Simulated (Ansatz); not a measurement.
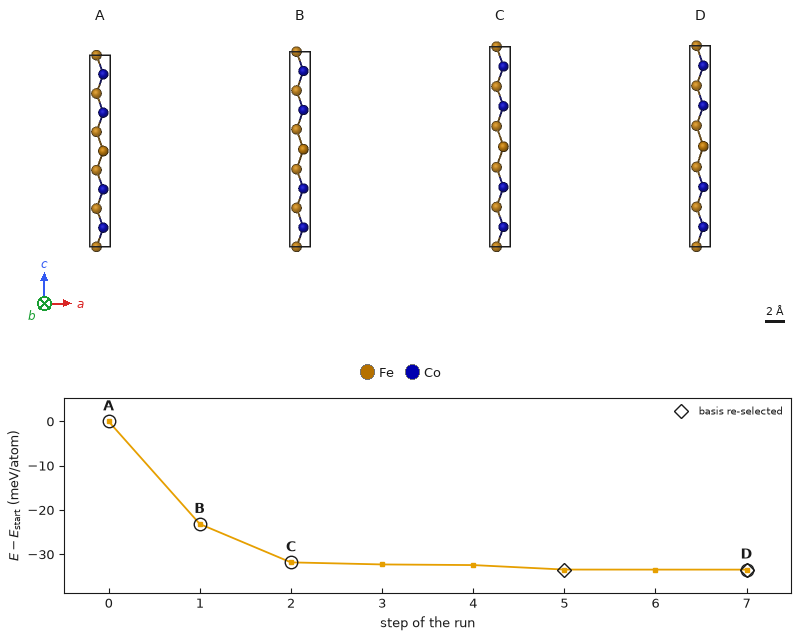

Frames of a relaxation of solid Fe$_{3}$Co$_{2}$ (a generated structure, set up in P-6m2) (coarse preliminary run), marked on the history of the run. The picture is a ball-and-stick view of the cell of the calculation, seen along the b axis.

All numbers below come from DFT PBE, scalar-relativistic, plane waves, PAW in Ansatz 0.2.0.

Input file:
```yaml
crystal:
  lattice:
    - [2.50145782, 0.0, 0.0]
    - [-1.25072891, 2.16632602, 0.0]
    - [0.0, 0.0, 20.26793682]
  atoms:
    - { symbol: Fe, position: [0.33333333, 0.66666667, 0.0], spin: 4.0 }
    - { symbol: Fe, position: [0.33333333, 0.66666667, 0.2], spin: 4.0 }
    - { symbol: Fe, position: [0.33333333, 0.66666667, 0.4], spin: 4.0 }
    - { symbol: Fe, position: [0.33333333, 0.66666667, 0.6], spin: 4.0 }
    - { symbol: Fe, position: [0.33333333, 0.66666667, 0.8], spin: 4.0 }
    - { symbol: Fe, position: [0.66666667, 0.33333333, 0.5], spin: 4.0 }
    - { symbol: Co, position: [0.66666667, 0.33333333, 0.1], spin: 3.0 }
    - { symbol: Co, position: [0.66666667, 0.33333333, 0.3], spin: 3.0 }
    - { symbol: Co, position: [0.66666667, 0.33333333, 0.7], spin: 3.0 }
    - { symbol: Co, position: [0.66666667, 0.33333333, 0.9], spin: 3.0 }
basis:
  ecutwfc: 420
kpoints:
  mp_grid: { grid: [6, 6, 1] }
hamiltonian:
  xc: pbe
scf:
  occupations: { method: gaussian, width: 0.1 }
  lower_state_search: "off"
output:
  forces: true
  stress: true
  eigenvalues: true
  populations: true
magnetization:
  spin_polarized: true
relax:
  adjacent_minimum: "off"
  f_tol: 0.04
  max_steps: 70
  cell: { stress_tol: 0.4 }
```

Launched with:
```bash
ansatz run input.yaml --threads 4 --pin off --max-ram 8192MiB --backend cpu --events-out ev --progress --plain --runs-dir out
```

What happens along the run?

After 5 accepted moves (7 points after the start) the energy has fallen by 33.4 meV per atom. The largest force component goes from 0.59 to 0.0019 eV/Å. The pressure goes from 11.12 to 0.03 GPa. At 2 points the geometry stayed and the basis and grid were re-selected for the new cell (energy shift of 1.0 meV per atom at most each time). The largest moves relative to the cell, 0.056 Å, are those of Fe3 and Fe4. Fe3 goes along −c. By element the largest moves are Fe 0.056 Å, Co 0.047 Å. The drawn cell changes as follows: a = b 2.501 → 2.507 Å (+0.2 %), c 20.268 → 21.265 Å (+4.9 %); the volume changes by +5.4 %. Near-neighbour distances that change, for instance: Fe3–Fe6 2.489 → 2.619 Å, Fe3–Co8 2.489 → 2.565 Å, Fe1–Co10 2.489 → 2.561 Å, Co10–Co10 2.501 → 2.507 Å. The space group stays P-6m2 (No. 187). From step 0 to 1: Fe atoms move most (0.03 Å), volume +3.0 %, energy −23.1 meV per atom. From step 1 to 2: Fe and Co atoms move most (0.02 Å), volume +2.8 %, energy −8.7 meV per atom. From step 2 to 7: volume −0.4 %, energy −1.6 meV per atom.

```json
{"step": "0", "E − E(0), meV/atom": "0.00", "largest force component, eV/Å": "0.5858", "pressure, GPa": "11.12", "volume, Å³/atom": "10.983", "note": ""}
{"step": "1", "E − E(0), meV/atom": "-23.15", "largest force component, eV/Å": "0.1916", "pressure, GPa": "4.92", "volume, Å³/atom": "11.308", "note": ""}
{"step": "2", "E − E(0), meV/atom": "-31.80", "largest force component, eV/Å": "0.0347", "pressure, GPa": "-1.07", "volume, Å³/atom": "11.626", "note": ""}
{"step": "3", "E − E(0), meV/atom": "-32.27", "largest force component, eV/Å": "0.0115", "pressure, GPa": "-0.52", "volume, Å³/atom": "11.596", "note": ""}
{"step": "4", "E − E(0), meV/atom": "-32.41", "largest force component, eV/Å": "0.0035", "pressure, GPa": "0.05", "volume, Å³/atom": "11.564", "note": ""}
{"step": "5", "E − E(0), meV/atom": "-33.43", "largest force component, eV/Å": "0.0035", "pressure, GPa": "0.25", "volume, Å³/atom": "11.564", "note": "same geometry, new basis"}
{"step": "6", "E − E(0), meV/atom": "-33.43", "largest force component, eV/Å": "0.0018", "pressure, GPa": "0.03", "volume, Å³/atom": "11.577", "note": ""}
{"step": "7", "E − E(0), meV/atom": "-33.44", "largest force component, eV/Å": "0.0019", "pressure, GPa": "0.03", "volume, Å³/atom": "11.577", "note": "same geometry, new basis"}
```

Limits of the set-up: the k-point mesh is coarse for a cell with partly filled bands.
